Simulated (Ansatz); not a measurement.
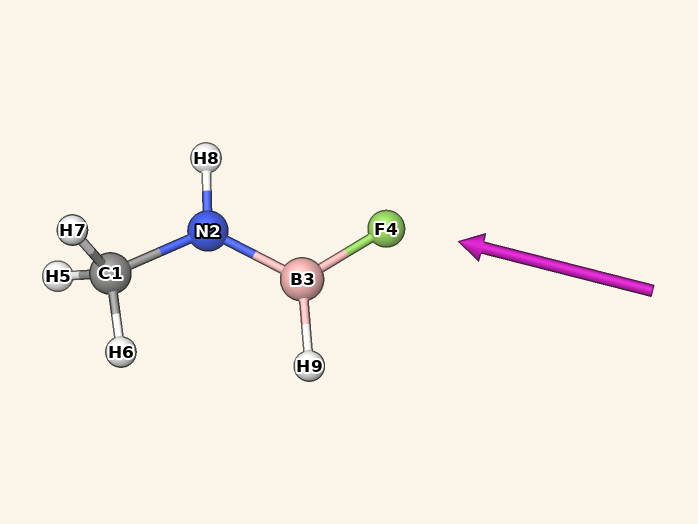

The arrow beside the molecule shows the direction of the dipole moment, from the negative to the positive end (its length means nothing). The computed structure is the end point of a PBE-D4/def2-SVP optimisation. No frequency run is at hand to confirm it as a minimum. Properties computed with RKS PBE-D4/def2-SVP (Ansatz 0.2.0).

Question: Estimate the dipole moment.

Answer: 2.50 D; it points from the side of F4 to the side of H5, H7 (the outermost atoms at the two ends).
